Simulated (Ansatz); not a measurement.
Te₂Zn (triplet)

The calculation's input:

```
crystal:
  periodic: [false, false, false]
  atoms:
    - {symbol: Zn, position_ang: [-1.518006, 0.266639, -0.395621]}
    - {symbol: Te, position_ang: [0.456804, -1.426907, 0.485462]}
    - {symbol: Te, position_ang: [1.061204, 1.160268, -0.089841]}
basis:
  gaussian: {orbitals: def2-TZVP, initial_orbitals: start.molden}
magnetization: {spin_polarized: true, initial_magnetization: 2}
hamiltonian: {xc: pbe0, dispersion: d4}
scf: {omitted_lower_state_checks: [starts]}
output: {orbitals: {seedname: orbitals}}
```

Launched as:

```sh
ansatz run in.yaml --threads 4 --pin off --events-out ev --progress --plain --max-ram 3916MiB
```

Geometry: B3LYP-D4/def2-TZVP; core potentials replace the inner electrons of Te.

Computed with Ansatz, UKS PBE0-D4/def2-TZVP.

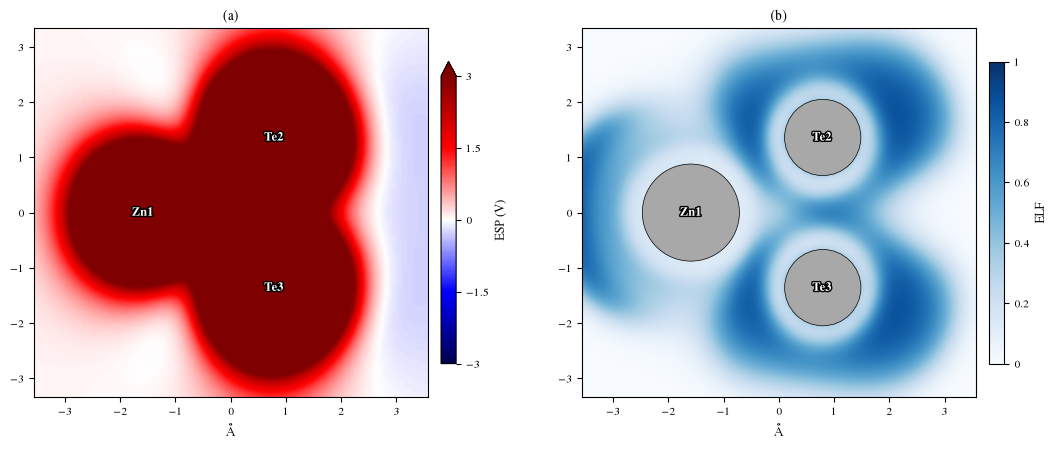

Figure 1. (a) molecular electrostatic potential; (b) ELF on the molecular plane. Grey discs cover the atomic cores in the ELF map.

**Read the bonding off the picture.**

The section cuts through Zn and Te sites. Te–Te (2.72 Å): the ELF peaks at about 0.65 between the atoms. Zn–Te (2.75 Å): the ELF peaks at about 0.60 in the valence shell of Te, 1.2 Å from its nucleus, and is about 0.55 at the midpoint. The ELF also peaks beside Te3 and Te2, away from the bonds: non-bonding electrons, paired or unpaired. The potential has no marked negative region in this plane.

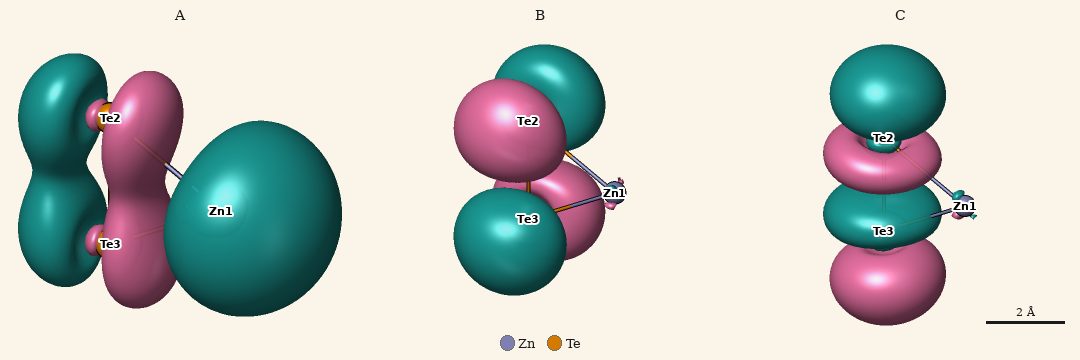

Figure 2. Three frontier orbitals at ±0.08 Å⁻³ᐟ² (teal and pink are the two phases), in no order.

**Which picture is the HOMO−1, the HOMO and the LUMO? All are α orbitals.**

B is the HOMO−1 (α) (−6.39 eV). Its weight (Hirshfeld) is mainly on Te2 (about 50 %) and Te3 (about 50 %); it changes sign across the molecular plane (π type); π-antibonding (a node) across Te2–Te3. A is the HOMO (α) (−5.76 eV). By Hirshfeld shares it lies mainly on Zn1 (about 70 %), Te2 (about 15 %) and Te3 (about 15 %). C is the LUMO (α) (−2.22 eV). It lies mainly on Te2 (about 50 %) and Te3 (about 50 %); it is symmetric in the molecular plane (an in-plane orbital: σ, lone-pair or in-plane π type).

**What is the gap between the highest occupied and lowest empty α orbitals?**

3.54 eV between the orbital energies.

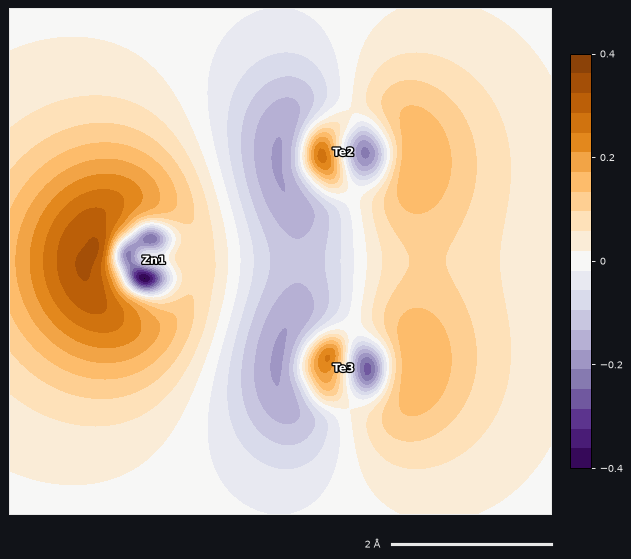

Figure 3. One frontier orbital on the molecular plane (values in Å⁻³ᐟ²; the overall sign is arbitrary).

**Which orbital is it: HOMO (α) or LUMO (α)?**

The HOMO (α), at −5.76 eV. Its weight (Hirshfeld) is mainly on Zn1 (about 70 %), Te2 (about 15 %) and Te3 (about 15 %).
